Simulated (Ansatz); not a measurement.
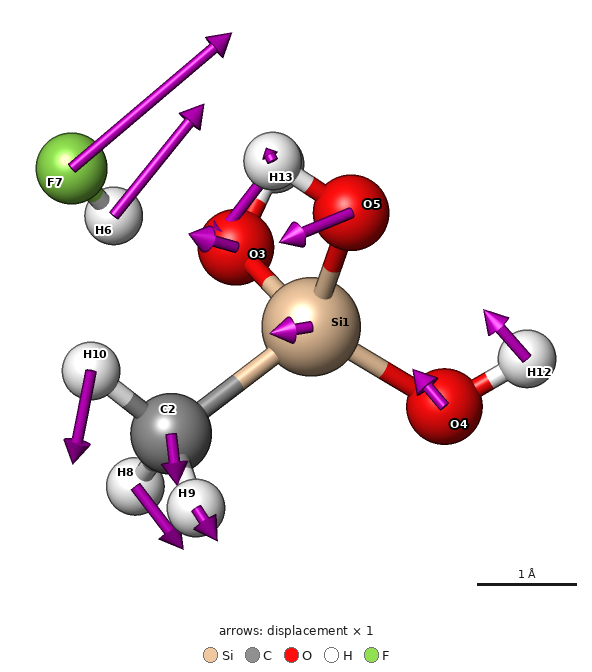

This is a relaxation of CH7FO3Si. The starting structure is drawn; purple arrows show the displacements, at their true length. The two geometries are superimposed by the best rigid fit.

The picture is a ball-and-stick view, seen at a tilt.

The run prepares an end point of a later path (reaction) calculation, from a guessed geometry.

Theory: Ansatz, RKS LDA/def2-SVP.

Input file:
```yaml
crystal:
  periodic: [false, false, false]
  atoms:
    - { symbol: Si, position_ang: [0.074118, -0.119191, -0.673802] }
    - { symbol: C, position_ang: [0.709224, -1.055516, 0.796757] }
    - { symbol: O, position_ang: [-1.5136, 0.079776, -0.114677] }
    - { symbol: O, position_ang: [0.207709, -0.927932, -2.093915] }
    - { symbol: O, position_ang: [0.684547, 1.406707, -0.879962] }
    - { symbol: H, position_ang: [-0.854173, 0.688961, 1.293296] }
    - { symbol: F, position_ang: [-0.488631, 1.362669, 1.833882] }
    - { symbol: H, position_ang: [0.046091, -1.922449, 1.003128] }
    - { symbol: H, position_ang: [1.742234, -1.437389, 0.663666] }
    - { symbol: H, position_ang: [0.691679, -0.378233, 1.673825] }
    - { symbol: H, position_ang: [-2.04119, 0.784636, -0.54276] }
    - { symbol: H, position_ang: [0.18579, -0.396718, -2.910464] }
    - { symbol: H, position_ang: [0.556302, 1.914778, -0.048975] }
basis:
  gaussian: { orbitals: def2-SVP }
hamiltonian:
  xc: lda
relax:
  f_tol: 0.03
  max_steps: 50
```

Launched with:
```bash
ansatz run input.yaml --threads 4 --pin off --max-ram 5120MiB --backend cpu --events-out ev --progress --plain --runs-dir out
```

Q: Which element moves most?

A: Fluorine: up to 2.16 Å, against 1.48 Å for hydrogen.

Q: What did the optimiser do to the structure, and how much energy did it gain?

A: F7 moves most after the best rigid fit: 2.16 Å. By element the largest moves are F 2.16 Å, H 1.48 Å, O 0.90 Å, C 0.54 Å, Si 0.47 Å. Some distances before and after: O3–H6 1.670 → 1.457 Å, H6–F7 0.938 → 0.999 Å, Si1–O5 1.656 → 1.631 Å, Si1–O3 1.695 → 1.720 Å. Among the angles between lasting bonds that change: C2–Si1–O3 96.8° → 110.0°, O3–Si1–O4 114.8° → 106.5°, O4–Si1–O5 108.5° → 114.2°. Groups turn about Si1–O3 by about 110°, Si1–O5 by about 80°, Si1–C2 by about 20°. After 27 accepted moves (34 points after the start) the energy has fallen by 9.40 kcal/mol. The largest force component goes from 1.2 to 0.023 eV/Å. The line search rejected the trial steps at points 4, 8, 14, 21, 22, 29, 30 of the run. The forces were under the threshold at step 15, but the run went on from there. Cost: 57 s on 4 threads of Arm Neoverse N1, on a shared host, peak memory 0.17 GiB.
